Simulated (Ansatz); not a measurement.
# AlPt3N (built on the sites of a database entry of InNi3N): following an unstable mode, part 3 of 3

Wanted: the energy along a soft mode of AlPt3N (built on the sites of a database entry of InNi3N) and the structure at the end.

Ansatz 0.2.0; DFT RPBE, scalar-relativistic, plane waves, PAW.

So far. Step 4 (The mode frozen in, largest atomic shift 0.14 Å): The run ends at a pressure of 0.33 GPa, with forces up to 0.45 eV/Å. Step 5 (Energy along the mode, all amplitudes (two of the runs …): The lowest of the steps tried is at 0.14 Å, 3.08 meV/atom below the parent; the bottom of the well need not coincide with a step.

The structure was built from a prototype and need not be the compound's stable phase.

### 6. Relaxation from the frozen mode (continued)

Relaxation path (22 of 39):

```csv
step,energy less that of the first step (eV),largest force component (eV/Å),pressure (GPa),volume (Å³)
1,0.0000,0.3688,0.33,149.09
3,-0.3394,0.5241,0.07,149.55
5,-1.1955,0.8521,2.09,149.92
6,-1.5017,0.6103,-0.92,153.19
8,-1.9737,0.6877,-1.05,155.57
10,-2.1478,0.5460,-0.64,155.02
12,-2.3718,0.7702,0.85,152.53
14,-2.4694,0.2065,-0.68,152.06
15,-2.4910,0.1169,0.17,150.44
17,-2.4999,0.0254,-0.04,149.91
19,-2.5003,0.0062,0.02,149.85
21*,-2.8362,0.1214,2.88,149.87
23,-3.1378,0.1655,0.62,151.80
25,-3.2131,0.1306,-0.43,153.07
26,-3.2143,0.1315,0.47,152.41
28,-3.2201,0.0087,-0.03,152.96
30,-3.2203,0.0010,0.00,152.94
32,-3.2873,0.0342,-0.04,154.08
34,-3.2909,0.0137,-0.05,154.55
35,-3.2910,0.0046,0.01,154.51
37*,-3.2939,0.0004,0.00,154.52
39*,-3.2940,0.0019,0.00,154.58
```

Relaxation steps marked * repeat the geometry before them on a plane-wave basis chosen anew for their cell, so energy and pressure can jump there. Other such steps can lie between the rows shown. Relaxation steps 9, 13 were tried and not accepted.

The run keeps the 4 symmetry operations that it works with, so distortions that break them were not tested.

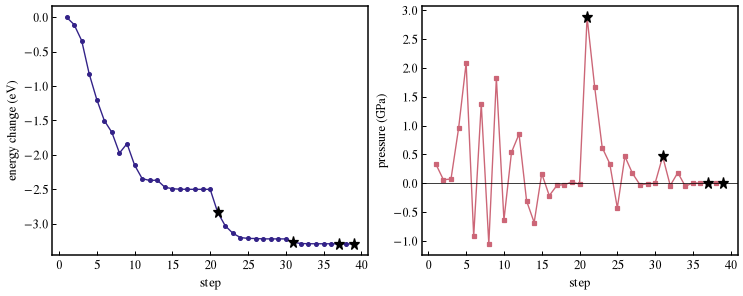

Energy and pressure along the relaxation. Stars mark steps on a basis chosen anew.

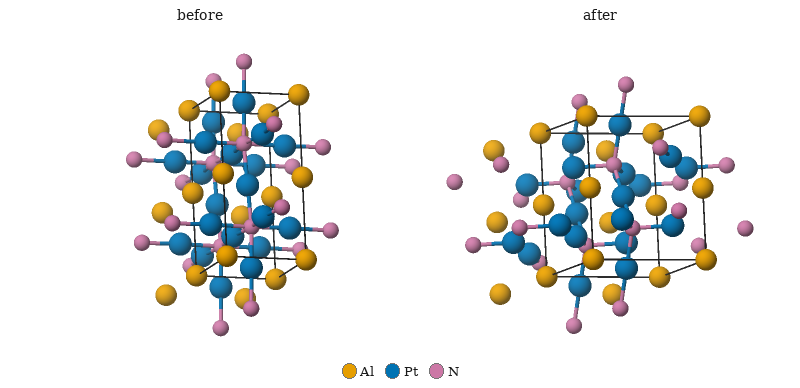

Before and after, at one scale. Bonds to atoms that aren't drawn are left out.

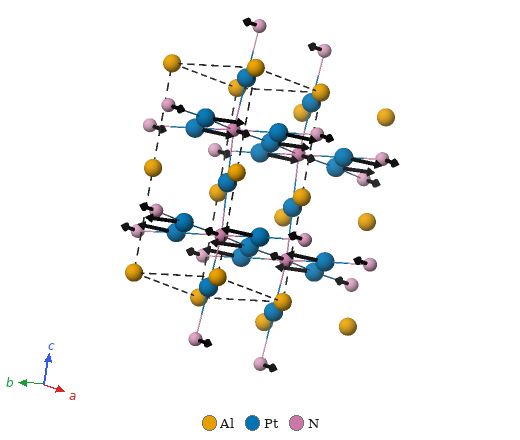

Displacements in the relaxation, scaled, measured against the changing cell; the longest in the cell stands for 1.68 Å. 2×1×1 cells are drawn. Some periodic images of atoms are drawn too.

```csv
cell as run,before,after,change
a (Å),4.209,4.036,-4.1 %
b (Å),4.209,5.710,+35.7 %
c (Å),8.417,7.318,-13.1 %
γ (°),90.00,66.42,-26.2 %
volume (Å³/atom),14.91,15.46,+3.7 %
```

The atoms that moved most (Å, as changes of fractional coordinates times the final cell):

```csv
atom,dx,dy,dz,length
Pt7,-0.701,1.525,0.000,1.679
Pt8,0.701,-1.525,0.000,1.679
Pt6,1.320,-1.017,0.000,1.666
Pt5,-1.320,1.017,0.000,1.666
N10,0.957,-0.109,0.000,0.964
N9,-0.957,0.109,0.000,0.964
```

The relaxed structure:

```cif
data_structure
_symmetry_space_group_name_H-M 'P 1'
_symmetry_Int_Tables_number 1
_cell_length_a 4.0362
_cell_length_b 5.7103
_cell_length_c 7.3177
_cell_angle_alpha 90.000
_cell_angle_beta 90.000
_cell_angle_gamma 66.422
_cell_volume 154.58
loop_
_atom_site_label
_atom_site_type_symbol
_atom_site_fract_x
_atom_site_fract_y
_atom_site_fract_z
_atom_site_occupancy
Al1 Al 0.00000 0.00000 0.00000 1
Al2 Al 0.00000 0.00000 0.50000 1
Pt3 Pt 0.50000 0.50000 0.50000 1
Pt4 Pt 0.50000 0.50000 0.00000 1
Pt5 Pt 0.09437 0.24230 0.25000 1
Pt6 Pt 0.90563 0.75770 0.75000 1
Pt7 Pt 0.74651 0.83273 0.25000 1
Pt8 Pt 0.25349 0.16727 0.75000 1
N9 N 0.25297 0.53343 0.25000 1
N10 N 0.74703 0.46657 0.75000 1
```

Numbers from this step:

```yaml
pressure: -2.39e-4 GPa
volume_per_atom: 15.46 Å³
```

The distorted start has space group P2_1/m; the relaxation ends in P2_1/m.

### 7. The phases reached

The phases reached along the modes that were followed are set side by side.

Energies are those of the first relaxation, on the mesh of the frozen mode; space group, volume and gap are those of the last relaxation. Phases, by row:

```csv
mode frozen in,space group,energy from parent (meV/atom),volume (Å³/atom),gap on mesh (eV),lowest zone-centre optical mode (cm⁻¹),largest shift (Å)
parent,Pm-3m,0,14.91,0,–,–
"q = (0, 0, 0), 140i cm⁻¹",P4mm,-241.3,15.65,0,49,0.661
"q = (0, 0, 0), 140i cm⁻¹",R3m,-145.6,15.99,0,-66.7,0.651
"q = (0, 0, 0), 140i cm⁻¹",Amm2,-220.9,21.98,0,-26.3,2.478
"q = (0, 0, -0.5), 106i cm⁻¹",Cmcm,-168.5,15.27,0,–,0.809
"q = (0, 0, -0.5), 106i cm⁻¹",Pmma,-360.4,15.15,0,–,1.693
"q = (0, 0, -0.5), 106i cm⁻¹",P2_1/m,-332.4,15.46,0,–,1.761
```

### 8. Outcome

```
unstable mode of the parent                                                      : q = (0, 0, -0.5), 106i cm⁻¹
depth at the lowest point sampled                                                : 3.08 meV/atom
largest atomic shift at that point                                               : 0.14 Å
space group reached (within 0.01 Å)                                              : P2_1/m
energy gained over the parent (first relaxation, on the mesh of the frozen mode) : 332 meV/atom
volume per atom, phase reached                                                   : 15.5 Å³
```

From this start the structure relaxes into P2_1/m, 332 meV/atom below the parent. At the parent's cell the well is 3.076 meV/atom deep on the steps tried, with its lowest point at a shift of 0.14 Å. Relaxing atoms and cell changes the gain by +329.34 meV/atom against the lowest step (energies at zero smearing). Most of the total comes from this relaxation. The frozen pattern makes up only 1 % of the final shifts of the atoms, so other modes or strain give most of the change. The modes of the phase reached were not computed on this path. Of the 6 patterns followed to their end from this parent, this one ends 28.0 meV/atom above the lowest, Pmma. Each path keeps the symmetry of its pattern, so a lower phase may lie along a pattern not tried. With no gap, or one that is small against the smearing, the frequencies hang on the k mesh and the smearing, most of all near Kohn anomalies. Spin-orbit coupling is left out, which can matter for the heavy elements here. The starting cell was built on a prototype and not taken from a measurement, so the phase need not exist.

[Logs are printed without paths, hosts, clocks, repeated set-up lines and the standing remarks that a program may print on its own settings, such as how far it seeks lower states.]

[Hosts, paths, dates, database ids (printed as entryN), source tags and the programs' standing remarks are cut or masked in the printed files.]
